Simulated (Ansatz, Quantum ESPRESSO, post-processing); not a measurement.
# Ballistic transmission: In chain with one P atom in line, part 4 of 4

Wanted: the transmission near the Fermi level and the conductance of this junction: In chain with one P atom in line.

Quantum ESPRESSO 7.5; plane-wave DFT, PBE, GBRV ultrasoft pseudopotentials; cross-check by Ansatz 0.2.0 with PAW datasets.

So far. Step 2 (Self-consistent run): The run needed 30 iterations to bring the estimated error under 1e-07 Ry; the largest force on any atom, held or free, is 0.84 eV/Å. Step 3 (Transmission with pwcond.x): At no point does T exceed the number of channels.

## (5) Cross-check with Ansatz

As a check, the same structure is run in Ansatz.

Level of this step: plane-wave DFT, PBE, Ansatz PAW (Ansatz 0.2.0).

input.yaml

```yaml
crystal:
  lattice:
    - [7.5, 0.0, 0.0]
    - [0.0, 7.5, 0.0]
    - [0.0, 0.0, 31.4662]
  atoms:
    - { symbol: In, position: [0.5, 0.5, 0.0] }
    - { symbol: In, position: [0.5, 0.5, 0.0937513904] }
    - { symbol: In, position: [0.5, 0.5, 0.1875027808] }
    - { symbol: In, position: [0.5, 0.5, 0.2812541711] }
    - { symbol: In, position: [0.5, 0.5, 0.3750055615] }
    - { symbol: P, position: [0.5, 0.5, 0.4531243048] }
    - { symbol: In, position: [0.5, 0.5, 0.5312430481] }
    - { symbol: In, position: [0.5, 0.5, 0.6249944385] }
    - { symbol: In, position: [0.5, 0.5, 0.7187458289] }
    - { symbol: In, position: [0.5, 0.5, 0.8124972192] }
    - { symbol: In, position: [0.5, 0.5, 0.9062486096] }
kpoints:
  mp_grid: { grid: [1, 1, 4] }
hamiltonian:
  xc: pbe
scf:
  occupations: { method: fermi_dirac, width: 0.1 }
  convergence: { dr2_threshold: 1.0e-08 }
output:
  transmission:
    leads: [[0, 1]]
    e_range: [-2.0, 2.0]
    de: 0.05
    kmesh: [1, 1]
    reduced_basis: true
  write_potential: true
  write_density: true
  volumetric_format: npy
```

Started as:

```
$ ansatz run input.yaml --threads 2 --pin off --max-ram 4096MiB --backend cpu --events-out ev --progress --plain --runs-dir out
```

Numbers of over 12 decimals in the logs are rounded to 6 here.

Log:

```text
Engine: ansatz 0.2.0, aarch64-unknown-linux-gnu
Pseudopotentials: kind: paw
Pseudopotential: In, paw, valence charge 13, recommended cutoff 420 eV (normal), In.paw.azcp
Pseudopotential: P, paw, valence charge 5, recommended cutoff 420 eV (normal), P.paw.azcp
Functional definition: PBE
  parameter kappa = 0.804
  parameter beta = 0.066725
  exchange = pbe_x(kappa = kappa, mu = beta*pi^2/3)
  correlation = pbe_c(beta = beta)
Crystal: 11 atoms, lattice volume = 1769.974 Å³
Basis set: ecut = 420 eV, 34601 PW (Γ)
Bands: 81, of which v1, the nominal top of the filled ones, is band 68 counted from 1 (67 counted from 0)
Symmetry: 16 space group operations
Space group: P4/mmm (ITA 123), of the structure as read, at distance tolerance 1.2e-4 Å
k-points: 3 of 4
Non-local potential: In, projectors of the file, l = 0: 2, l = 1: 2, l = 2: 2, l = 3: 2
Non-local potential: P, projectors of the file, l = 0: 2, l = 1: 2, l = 2: 2
PAW form: soft (Blöchl's): semilocal exchange-correlation on the pseudo side does not see the compensation charge
PAW one-centre angular grid: In, 590 points (default); XC on 64 Gauss nodes
PAW one-centre angular grid: P, 110 points (default); XC on 64 Gauss nodes
Initial density: superposition of atomic densities (neutral atoms: chi_scale 0, normalization atom), corrected by the library's trained network
Initial wavefunctions: pseudopotential atomic-orbital guess
Functional: x = pbe(κ = 0.804, μ = 0.219515), c = pbe(β = 0.066725)
SCF iter   1: F=—  HF=-56721.497065 eV  |F-HF|=—  |Δ(HF+E_count)|=         —  Δρ=1.94e-3  dr2=1.55e0  ethr=1.77e-3  ⟨swp⟩=6.7  Hψ=896  notcnv=0
preconditioner: auto → LDOS  [metal: Δε(μ)=0.019 eV  Ē_g=13.051 eV  σ=0.100 eV  W_gap=0.05  n_scr=148 (ndim 8)  ℏωp=10.3 eV  f_vac=0.631  D(μ)=19.87/eV (n_scr^D=86)  β→1.0]
SCF iter   2: F=—  HF=-56721.444218 eV  |F-HF|=—  |Δ(HF+E_count)|=   5.28e-2  Δρ=1.23e-3  dr2=8.58e-2  ethr=1.15e-3  ⟨swp⟩=2.7  Hψ=300  notcnv=0
SCF iter   3: F=—  HF=-56721.438948 eV  |F-HF|=—  |Δ(HF+E_count)|=   5.27e-3  Δρ=6.95e-4  dr2=3.89e-2  ethr=6.35e-5  ⟨swp⟩=3.0  Hψ=543  notcnv=0
SCF iter   4: F=—  HF=-56721.434976 eV  |F-HF|=—  |Δ(HF+E_count)|=   3.97e-3  Δρ=2.29e-4  dr2=1.13e-2  ethr=2.88e-5  ⟨swp⟩=2.0  Hψ=285  notcnv=0
SCF iter   5: F=—  HF=-56721.434453 eV  |F-HF|=—  |Δ(HF+E_count)|=   5.23e-4  Δρ=1.45e-4  dr2=1.33e-3  ethr=8.35e-6  ⟨swp⟩=2.0  Hψ=253  notcnv=0
SCF iter   6: F=—  HF=-56721.434276 eV  |F-HF|=—  |Δ(HF+E_count)|=   1.77e-4  Δρ=5.01e-5  dr2=2.04e-4  ethr=9.86e-7  ⟨swp⟩=2.0  Hψ=365  notcnv=0
SCF iter   7: F=—  HF=-56721.434284 eV  |F-HF|=—  |Δ(HF+E_count)|=   7.89e-6  Δρ=2.56e-5  dr2=6.22e-5  ethr=1.51e-7  ⟨swp⟩=2.0  Hψ=299  notcnv=0
SCF iter   8: F=—  HF=-56721.434281 eV  |F-HF|=—  |Δ(HF+E_count)|=   3.19e-6  Δρ=1.23e-5  dr2=7.70e-6  ethr=4.61e-8  ⟨swp⟩=3.0  Hψ=509  notcnv=0
SCF iter   9: F=—  HF=-56721.434017 eV  |F-HF|=—  |Δ(HF+E_count)|=   2.64e-4  Δρ=3.74e-6  dr2=8.94e-7  ethr=5.70e-9  ⟨swp⟩=2.7  Hψ=459  notcnv=0
SCF iter  10: F=—  HF=-56721.434017 eV  |F-HF|=—  |Δ(HF+E_count)|=   9.15e-8  Δρ=1.13e-6  dr2=7.40e-8  ethr=6.62e-10  ⟨swp⟩=2.0  Hψ=313  notcnv=0
SCF iter  11: F=—  HF=-56721.434017 eV  |F-HF|=—  |Δ(HF+E_count)|=   1.85e-8  Δρ=8.11e-7  dr2=1.62e-8  ethr=5.48e-11  ⟨swp⟩=2.0  Hψ=480  notcnv=0
SCF iter  12: F=-56721.434017 eV  HF=-56721.434017 eV  |F-HF|=2.02e-9  |Δ(HF+E_count)|=   2.97e-9  Δρ=1.96e-7  dr2=3.12e-9  ethr=7.41e-12  ⟨swp⟩=8.0  Hψ=591  notcnv=0
SCF 1 converged in 12 iterations: F = -56721.434017 eV  dr2 = 3.12e-9
  greatest PAW one-centre occupation: 0.983 electrons in one spin orbital (limit 2), on the In atom at site 6 (counted from 0), in its partial waves of l = 2
transmission: 40 of 240 steps passed
transmission: 80 of 240 steps passed
[...]
transmission: 240 of 240 steps passed
WARN: The output density's exchange-correlation potential varies sharply where the density is thin. Do not read a vacuum level from v_tot or v_xc, or from such a field of the output density. On a cell that repeats whose density bears no net charge and no dipole along the vacuum's axis use v_es (v_loc + v_h of the components); under efield.dipole_correction with no amplitude use v_es + v_field, which holds any externa [...]
SCF converged after 12 iterations
Free energy (F): -56721.434017 eV
Harris-Foulkes:  -56721.434017 eV  (|F-HF|=2.02e-9)
Internal energy: -56720.763197 eV  (E = F + TS)
E sigma→0 (E₀):  -56721.098607 eV
Entropy (-TS):   -0.670820 eV (-60.984 meV/atom)
Fermi energy:    -1.281439 eV
--- Per-component energies (eV) ---
  E_band       = -1784.571196
  E_kinetic    = 2464.820157
  E_local      = -25182.015795  (includes V_loc(G=0)·N_el)
  E_nonlocal   = 3689.606369
  E_hartree    = 10628.887991
  E_xc         = -2207.816890
  E_vxc        = -1039.383432  (∫ρ·V_xc dr)
  E_paw        = -42076.750894  (= ΣΔE_a)
  E_vpaw       = -2975.373285  (= ΣTr[D̂ρ^β])
  E_aug_tail   = 0.000260  (compensation charges beyond the density's cutoff)
  E_ewald      = -4037.494394
  E_smearing   = -0.670820  (= −TS)
  E_closure    = -0.000000  (closes the sum)
  Σ components = -56721.434017   (vs F -56721.434017, Δ=0.00e0)
--- Band table (eV) ---
  k-point 0: bands = [... 64 lower, -1.8833, -1.3976, -1.3976, -1.3042, -1.3042, -0.9926, -0.9926, -0.7631, ... 9 higher]
  k-point 1: bands = [... 64 lower, -1.5547, -1.4094, -1.4094, -1.2746, -1.2746, -1.0440, -1.0440, -0.6970, ... 9 higher]
  k-point 2: bands = [... 64 lower, -1.4182, -1.4182, -1.2401, -1.2401, -1.1923, -1.0938, -1.0938, -0.8458, ... 9 higher]
--- Transmission ---
  basis      : 497 plane waves across, 40 finite elements along
  points     : 1, standing for a mesh of 1 x 1
  energies   : 81 from -2.000000 to 2.000000 eV about the Fermi level, 0.050000 eV apart; the leads are filled to 0.000000 eV, and channels, transmission and decay are at 0.000000 eV
  crystal 0  : In1, at the sites [0, 1], period 2.9500 Å, over 29.50 Å; its Hamiltonian steps by up to 20.1 meV
    offset         : up to 0.0000 Å between an atom of the period and one for which it stands
    channels       : 3.000000e0 a spin
    conductance    : none, the energies end too early or step too widely for 300 K: set another output.transmission.e_range or a lower de, or, where they end at an eighth of basis.ecutwfc, a higher one
  junction   : crystal 0 to crystal 0, -1.47 to 27.04 Å
    transmission   : 1.345739e0 a spin
    error estimate : 6.645212e-5 a spin from the reduction of the transverse basis, at the most 1.106107e-4 at -0.100000 eV
    conductance    : none, the energies end too early or step too widely for 300 K: set another output.transmission.e_range or a lower de, or, where they end at an eighth of basis.ecutwfc, a higher one
```

It took 2.3 min on 2 threads of Arm Neoverse N1, shared host; peak memory 2.2 GiB.

This step gave:

```
free energy                                  : -56721.4340 eV
energy at zero smearing                      : -56721.0986 eV
smearing term TS                             : 0.6708 eV
Fermi energy                                 : -1.281 eV
symmetry operations                          : 16
transmission at the Fermi level, one spin    : 1.346
step of the lead's Hamiltonian over a period : 20.1 meV
```

Per spin. Table of transmission by energy, zero at the Fermi level:

| energy (eV) | transmission |
| --- | --- |
| -2.0000 | 0 |
| -1.7500 | 0 |
| -1.5000 | 0 |
| -1.2500 | 0.227 |
| -1.0000 | 0.583 |
| -0.7500 | 0.675 |
| -0.5000 | 0.718 |
| -0.2500 | 0.744 |
| 0.0000 | 1.35 |
| 0.2500 | 1.31 |
| 0.5000 | 1.30 |
| 0.7500 | 1.40 |
| 1.0000 | 1.56 |
| 1.2500 | 1.74 |
| 1.5000 | 1.96 |
| 1.7500 | 2.22 |
| 2.0000 | 2.47 |

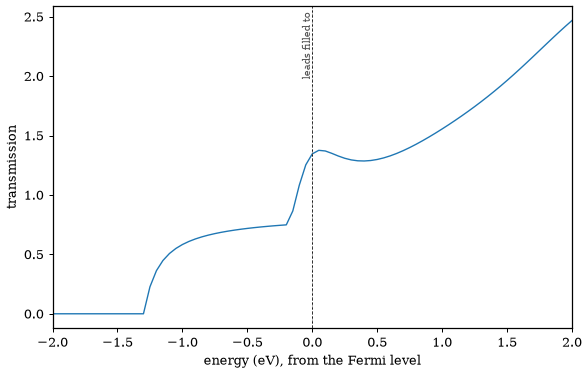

Transmission, plotted against energy.

Per spin. Table of open channels by energy, zero at the Fermi level:

| energy (eV) | open channels |
| --- | --- |
| -1.500 | 0 |
| -1.000 | 1 |
| -0.500 | 1 |
| 0.000 | 3 |
| 0.500 | 3 |
| 1.000 | 3 |
| 1.500 | 3 |
| 2.000 | 3 |

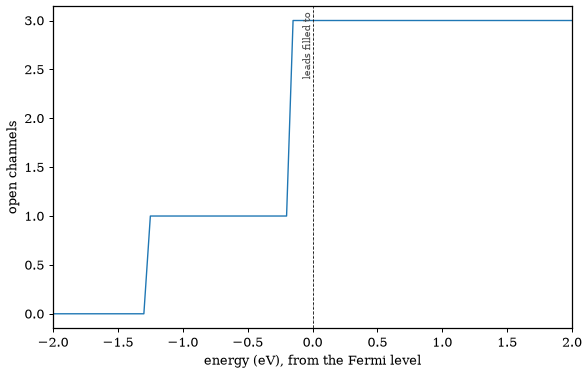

Open channels, plotted against energy.

Ansatz finds T = 1.35 against pwcond's 1.45.

## (6) All levels side by side

All levels:

| step | T at the Fermi level (per spin) | conductance (G0) | r.m.s. T(E) from the first | CPU time of the step (s) | peak memory (GiB) |
| --- | --- | --- | --- | --- | --- |
| Ansatz | 1.346 | - | 0 | 264.3 | 2.243 |
| pwcond | 1.452 | 1.452 | 0.1727 | 1757 | 0.92 |
| pwcond, changed setting | 1.452 | 1.452 | 0.1779 | 1489 | 0.9 |

Per spin. The transmission by energy, zero at the Fermi level:

| energy (eV) | Ansatz | pwcond | pwcond, changed setting |
| --- | --- | --- | --- |
| -2.00 | 0 | 0.972 | 1.000 |
| -1.80 | 0 | 0 | 0 |
| -1.50 | 0 | 0 | 0 |
| -1.30 | 0 | 0 | 0 |
| -1.10 | 0.507 | 0.407 | 0.392 |
| -0.80 | 0.662 | 0.641 | 0.640 |
| -0.60 | 0.704 | 0.698 | 0.698 |
| -0.40 | 0.730 | 0.731 | 0.733 |
| -0.10 | 1.08 | 1.50 | 1.50 |
| 0.00 | 1.35 | 1.45 | 1.45 |
| 0.10 | 1.37 | 1.39 | 1.39 |
| 0.40 | 1.29 | 1.24 | 1.24 |
| 0.60 | 1.33 | 1.29 | 1.29 |
| 0.80 | 1.43 | 1.41 | 1.41 |
| 1.10 | 1.63 | 1.64 | 1.64 |
| 1.30 | 1.78 | 1.75 | 1.75 |
| 1.50 | 1.96 | 1.91 | 1.91 |
| 1.80 | 2.27 | 2.23 | 2.23 |
| 2.00 | 2.47 | 2.45 | 2.45 |

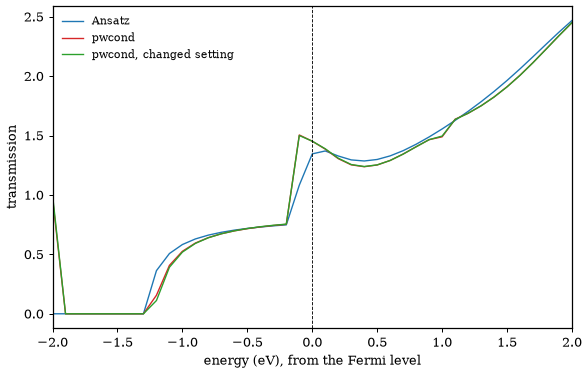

Transmission, plotted against energy.

## (7) Worked from the printed numbers

G = 1.45 × 77.48 µS = 113 µS a cell, a resistance of 8.89 kΩ.

## (8) Summary of results

```
conductance from T at the Fermi level, a cell (G₀ = 2e²/h) : 1.45 G₀
lead channels per spin                                     : 3.00
the same conductance by Ansatz                             : 1.35 G₀
```

In words: The junction conducts 1.45 G₀ a cell at the Fermi level (PBE, GBRV ultrasoft). At the Fermi level the junction passes 48 % of what the leads offer. At the Fermi level pwcond and Ansatz differ by 7.9 %. Over -2 to 2 eV, T lies between 0 and 2.5 per spin. The geometry is as built, not relaxed, and the leads are short.

[Logs are printed without paths, hosts, clocks, repeated set-up lines and the standing remarks that a program may print on its own settings, such as how far it seeks lower states.]

[Hosts, paths, dates, database ids (printed as entryN), source tags and the programs' standing remarks are cut or masked in the printed files.]

[Maps of the electrostatic potential energy from Ansatz leave out the sawtooth potential of an applied field or a dipole correction, so their vacuum need not be flat; planar profiles and work functions include it.]
